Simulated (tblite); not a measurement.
# Geometry relaxation, with input and output: C4H7B (charge +1) (part 2 of 2)

Continued. System: C4H7B, charge +1, multiplicity 2, SMILES B[C+](C)[C]=C. Method: GFN2-xTB geometry optimisation, gas phase (tblite 0.8.0). It belongs to a series of runs on one base structure; here: electron removed.

Geometry of the input (Å):
```
B  -0.4436  1.6349  1.1429
C  -0.0868  0.3822  0.2820
C  -1.1278  -0.6366  -0.0546
C  1.3190  0.2413  -0.1495
C  1.7791  -0.7832  -0.8600
H  -1.5656  1.8036  1.5152
H  0.3764  2.4375  1.4167
H  -1.2245  -0.7035  -1.1573
H  -0.8514  -1.6274  0.3569
H  -2.1317  -0.3506  0.3620
H  1.1355  -1.5898  -1.1976
H  2.8225  -0.8090  -1.1385
```

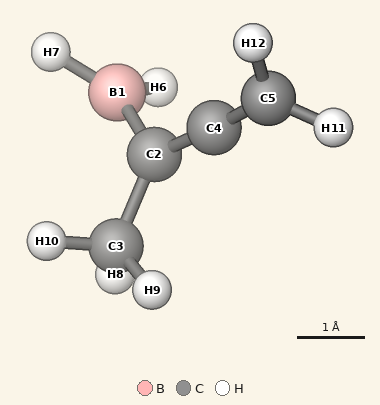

Fig. 1: The geometry at step 118 of the log (ball-and-stick view, seen at a tilt; atoms are numbered from 1 in the order of the input).

Trajectory as extended XYZ, continued:
```
12
Properties=species:S:1:pos:R:3:forces:R:3 step=54 energy=-348.13155
B    -0.1428    1.4840    0.8509   -0.0080   0.0100  -0.0070
C    -0.3307    0.0826    0.1350    0.0200  -0.0100  -0.0200
C    -1.5862   -0.6833    0.1411    0.0110   0.0040   0.0040
C     0.8333   -0.2675   -0.3810   -0.0160   0.0070   0.0180
C     2.0276   -0.5299   -0.8043    0.0330  -0.0120  -0.0200
H    -1.1082    1.9499    1.3076    0.0040  -0.0140  -0.0170
H     0.8901    2.0164    0.9051   -0.0200  -0.0170   0.0010
H    -1.9598   -0.8159   -0.8788   -0.0060   0.0350   0.0070
H    -1.3997   -1.6996    0.5054    0.0170  -0.0040   0.0100
H    -2.3501   -0.2095    0.7495    0.0050  -0.0060   0.0040
H     2.2069   -0.8758   -1.8170   -0.0120   0.0120   0.0090
H     2.9209   -0.4523   -0.1954   -0.0270  -0.0060   0.0110
12
Properties=species:S:1:pos:R:3:forces:R:3 step=64 energy=-348.13437
B    -0.1689    1.5063    0.8466    0.0000   0.0320   0.0170
C    -0.3192    0.1039    0.1328    0.0280  -0.0550  -0.0010
C    -1.5648   -0.6798    0.1490    0.0060   0.0050  -0.0080
C     0.8400   -0.2603   -0.3881   -0.0240   0.0180   0.0090
C     2.0259   -0.5562   -0.8086    0.0520   0.0020  -0.0150
H    -1.1562    1.9594    1.2692    0.0150   0.0140  -0.0280
H     0.8567    2.0461    0.9350    0.0020  -0.0030   0.0080
H    -1.9754   -0.7617   -0.8633   -0.0110   0.0070   0.0420
H    -1.3432   -1.7085    0.4540   -0.0410  -0.0020  -0.0200
H    -2.3121   -0.2421    0.8049    0.0250  -0.0330  -0.0190
H     2.2048   -0.8854   -1.8280   -0.0100   0.0070   0.0450
H     2.9135   -0.5225   -0.1854   -0.0400   0.0090  -0.0290
12
Properties=species:S:1:pos:R:3:forces:R:3 step=75 energy=-348.13670
B    -0.2150    1.5430    0.8136   -0.0700  -0.0230  -0.0340
C    -0.2829    0.1176    0.1341   -0.1410   0.0790   0.0560
C    -1.5179   -0.6826    0.1890   -0.1710  -0.1760  -0.1820
C     0.8577   -0.2520   -0.4253    0.0370  -0.0750   0.0290
C     2.0348   -0.6018   -0.8192   -0.1540   0.0970   0.0370
H    -1.2649    2.0021    1.0631    0.1770   0.0250  -0.0470
H     0.7915    2.0880    1.0201   -0.0440  -0.0160   0.0390
H    -2.0877   -0.5685   -0.7530    0.1620  -0.0230   0.2710
H    -1.2920   -1.7559    0.2665   -0.0410   0.2050  -0.0590
H    -2.1625   -0.3565    1.0042    0.0420  -0.0540  -0.0640
H     2.2687   -0.8839   -1.8336   -0.0220  -0.0780  -0.1550
H     2.8714   -0.6503   -0.1413    0.2240   0.0390   0.1070
12
Properties=species:S:1:pos:R:3:forces:R:3 step=86 energy=-348.17920
B    -0.2430    1.5499    0.7486    0.0020  -0.0260   0.0200
C    -0.2773    0.0973    0.1540   -0.0280   0.0280  -0.0010
C    -1.5119   -0.7112    0.2094    0.0210   0.0230  -0.0130
C     0.8821   -0.3010   -0.3534    0.0070   0.0240  -0.0250
C     2.0553   -0.6024   -0.7923   -0.0010  -0.0360   0.0000
H    -1.2413    2.1490    0.7135   -0.0480   0.0150  -0.0390
H     0.7161    2.0153    1.2105    0.0440  -0.0050   0.0270
H    -2.2095   -0.3331   -0.5475    0.0070  -0.0320   0.0160
H    -1.3290   -1.7636   -0.0011    0.0000   0.0140   0.0160
H    -2.0176   -0.5760    1.1665    0.0160  -0.0110  -0.0070
H     2.2245   -0.9521   -1.8049   -0.0060   0.0130  -0.0180
H     2.9528   -0.5726   -0.1850   -0.0140  -0.0070   0.0230
12
Properties=species:S:1:pos:R:3:forces:R:3 step=96 energy=-348.16774
B    -0.3001    1.6242    0.7189   -0.2180   0.4100   0.1240
C    -0.2542    0.1826    0.1428   -0.1320  -0.0200   0.0970
C    -1.4416   -0.7088    0.2208   -0.3040  -0.0800   0.1400
C     0.8889   -0.2513   -0.3814    0.0130  -0.0170  -0.0170
C     2.0216   -0.6697   -0.8110    0.1900  -0.0550  -0.0090
H    -1.1660    2.3233    0.2812    0.5120  -0.2560   0.2480
H     0.4486    2.0047    1.5586   -0.3810  -0.1440  -0.3870
H    -2.3095   -0.2206   -0.2626    0.3420  -0.2440   0.2430
H    -1.2527   -1.6805   -0.2510   -0.1040   0.2710   0.1500
H    -1.7247   -0.8587    1.2850    0.0970   0.1150  -0.5340
H     2.2007   -1.0155   -1.8240   -0.0090   0.0340   0.0370
H     2.8902   -0.7305   -0.1592   -0.0080  -0.0150  -0.0920
12
Properties=species:S:1:pos:R:3:forces:R:3 step=107 energy=-348.20369
B    -0.3081    1.6236    0.7135    0.0090   0.0080   0.0570
C    -0.2690    0.1788    0.1487    0.0390  -0.0170   0.0100
C    -1.4485   -0.7197    0.2231   -0.0120   0.0130   0.0100
C     0.8839   -0.2531   -0.3686   -0.0120   0.0040   0.0080
C     2.0197   -0.6579   -0.8044    0.0050  -0.0090  -0.0070
H    -1.0543    2.3783    0.2254    0.0220   0.0040  -0.0120
H     0.3869    1.9648    1.5895   -0.0900  -0.0250  -0.0430
H    -2.3223   -0.2420   -0.2251    0.0250   0.0050  -0.0130
H    -1.2614   -1.6747   -0.2620   -0.0310  -0.0020   0.0190
H    -1.7168   -0.8837    1.2710    0.0170   0.0160  -0.0030
H     2.1965   -0.9795   -1.8241   -0.0150   0.0080  -0.0360
H     2.8946   -0.7355   -0.1690    0.0420  -0.0050   0.0100
12
Properties=species:S:1:pos:R:3:forces:R:3 step=118 energy=-348.23517
B    -0.3683    1.6099    0.7020    0.0480   0.3850   0.0420
C    -0.2200    0.1808    0.1307   -0.0530   0.0020   0.0110
C    -1.4246   -0.6887    0.2647   -0.0050  -0.0400   0.0240
C     0.9146   -0.2634   -0.3997    0.0390  -0.0180   0.0210
C     2.0447   -0.6835   -0.8456    0.0090   0.0000   0.0070
H    -0.6709    2.4714   -0.0581    0.1200  -0.3110   0.3200
H    -0.1877    1.8310    1.8483   -0.1250  -0.0400  -0.3860
H    -2.3217   -0.1554   -0.0559    0.0280  -0.0410   0.0350
H    -1.3258   -1.6157   -0.2963    0.0000   0.0370   0.0030
H    -1.5624   -0.9190    1.3263   -0.0240   0.0120  -0.0460
H     2.1729   -1.0674   -1.8527    0.0110   0.0250   0.0160
H     2.9504   -0.7008   -0.2456   -0.0480  -0.0110  -0.0470
12
Properties=species:S:1:pos:R:3:forces:R:3 step=128 energy=-348.25153
B    -0.3678    1.6158    0.7054   -0.0140  -0.0130   0.0320
C    -0.2033    0.1834    0.1484   -0.0080  -0.0040  -0.0060
C    -1.4097   -0.6854    0.2726   -0.0080  -0.0020   0.0040
C     0.9326   -0.2696   -0.3771   -0.0220   0.0220  -0.0160
C     2.0463   -0.6923   -0.8556    0.0120   0.0050   0.0000
H    -0.5093    2.4916   -0.0554    0.0390  -0.0260  -0.0020
H    -0.4248    1.8096    1.8532    0.0110   0.0250  -0.0160
H    -2.3025   -0.1574   -0.0628   -0.0220   0.0060  -0.0110
H    -1.3077   -1.6166   -0.2792    0.0180   0.0140   0.0020
H    -1.5698   -0.8955    1.3337    0.0090  -0.0300   0.0000
H     2.1505   -1.0353   -1.8796   -0.0150  -0.0180   0.0000
H     2.9667   -0.7491   -0.2854    0.0010   0.0200   0.0130
12
Properties=species:S:1:pos:R:3:forces:R:3 step=139 energy=-348.25697
B    -0.3386    1.6078    0.7102   -0.0230   0.0090   0.0060
C    -0.2323    0.1683    0.1545   -0.0080  -0.0150  -0.0120
C    -1.4311   -0.7082    0.2728   -0.0130   0.0060   0.0050
C     0.9059   -0.2655   -0.3804    0.0100   0.0010  -0.0080
C     2.0326   -0.6600   -0.8543    0.0050  -0.0020   0.0070
H    -0.3127    2.4825   -0.0637    0.0060   0.0030   0.0090
H    -0.4788    1.8168    1.8475    0.0020  -0.0030  -0.0140
H    -2.3309   -0.1832   -0.0522    0.0100   0.0010   0.0030
H    -1.3214   -1.6298   -0.2937   -0.0040   0.0130   0.0070
H    -1.5862   -0.9348    1.3315    0.0110  -0.0090   0.0000
H     2.1397   -1.0268   -1.8697    0.0050  -0.0020   0.0020
H     2.9551   -0.6679   -0.2845   -0.0010  -0.0030  -0.0050
12
Properties=species:S:1:pos:R:3:forces:R:3 step=150 energy=-348.25756
B    -0.3424    1.6079    0.7020   -0.0040  -0.0060  -0.0100
C    -0.2340    0.1691    0.1440   -0.0050  -0.0240  -0.0050
C    -1.4323   -0.7061    0.2768   -0.0100  -0.0170   0.0000
C     0.9041   -0.2657   -0.3895    0.0060   0.0080   0.0050
C     2.0348   -0.6592   -0.8556    0.0000  -0.0100   0.0030
H    -0.2645    2.4899   -0.0582    0.0000   0.0130  -0.0150
H    -0.5310    1.8054    1.8327    0.0000   0.0070   0.0220
H    -2.3390   -0.1770   -0.0217    0.0190  -0.0040   0.0150
H    -1.3368   -1.6227   -0.3005   -0.0040   0.0210  -0.0040
H    -1.5600   -0.9467    1.3366   -0.0010   0.0050  -0.0080
H     2.1459   -1.0436   -1.8642    0.0030   0.0070   0.0040
H     2.9564   -0.6520   -0.2842   -0.0040  -0.0010  -0.0050
12
Properties=species:S:1:pos:R:3:forces:R:3 step=161 energy=-348.25890
B    -0.3566    1.6196    0.6724    0.0200  -0.0290   0.0530
C    -0.2339    0.1754    0.1343   -0.0270  -0.0350  -0.0170
C    -1.4312   -0.6997    0.2834   -0.0220  -0.0760  -0.0070
C     0.9047   -0.2678   -0.3903    0.0110   0.0030  -0.0210
C     2.0382   -0.6656   -0.8462    0.0080  -0.0170   0.0250
H    -0.3067    2.4957   -0.0967   -0.0110   0.0120   0.0010
H    -0.5167    1.8119    1.8106   -0.0120   0.0410  -0.0300
H    -2.3535   -0.1493    0.0935    0.0370  -0.0030   0.0180
H    -1.3815   -1.5761   -0.3601   -0.0070   0.0450  -0.0080
H    -1.4800   -1.0294    1.3271    0.0100   0.0400  -0.0130
H     2.1651   -1.0681   -1.8456   -0.0210   0.0180   0.0020
H     2.9532   -0.6471   -0.2644    0.0110   0.0010  -0.0020
12
Properties=species:S:1:pos:R:3:forces:R:3 step=171 energy=-348.26398
B    -0.3830    1.6287    0.6297   -0.0030   0.0000  -0.0120
C    -0.2211    0.1740    0.1360   -0.0030  -0.0090  -0.0160
C    -1.4240   -0.6928    0.3015   -0.0120   0.0000   0.0260
C     0.9211   -0.2777   -0.3722    0.0060  -0.0010   0.0100
C     2.0558   -0.6815   -0.8196    0.0000  -0.0030  -0.0060
H    -0.3636    2.4709   -0.1788    0.0010   0.0140   0.0000
H    -0.5708    1.8752    1.7515   -0.0010  -0.0020   0.0080
H    -2.3408   -0.1065    0.3392    0.0190   0.0070   0.0050
H    -1.4946   -1.4504   -0.4763    0.0140   0.0010   0.0220
H    -1.3250   -1.1923    1.2728   -0.0100  -0.0110  -0.0380
H     2.1720   -1.0829   -1.8209    0.0060  -0.0020   0.0020
H     2.9751   -0.6654   -0.2446   -0.0180   0.0050   0.0000
12
Properties=species:S:1:pos:R:3:forces:R:3 step=182 energy=-348.26522
B    -0.3989    1.6368    0.5932    0.0000  -0.0050   0.0010
C    -0.2173    0.1755    0.1282    0.0040   0.0030  -0.0040
C    -1.4204   -0.6857    0.3209   -0.0040  -0.0020   0.0030
C     0.9242   -0.2844   -0.3725    0.0040   0.0030   0.0010
C     2.0635   -0.6897   -0.8072    0.0040  -0.0020   0.0020
H    -0.4314    2.4648   -0.2297    0.0010   0.0010   0.0000
H    -0.5556    1.8974    1.7172    0.0010   0.0030   0.0000
H    -2.3126   -0.0919    0.5078    0.0020  -0.0070  -0.0040
H    -1.5790   -1.3527   -0.5250   -0.0040   0.0040   0.0050
H    -1.2400   -1.3051    1.2065   -0.0020   0.0000  -0.0040
H     2.1915   -1.1168   -1.7960   -0.0030   0.0010   0.0020
H     2.9774   -0.6489   -0.2252   -0.0030   0.0010  -0.0030
```

Results in brief:

```json
{"quantity": "outcome", "value": "converged"}
{"quantity": "total energy", "value": "−348.2652 eV"}
{"quantity": "hardware", "value": "1 CPU thread, shared host"}
{"quantity": "wall time", "value": "0.69 s"}
{"quantity": "peak memory", "value": "0.18 GiB"}
```
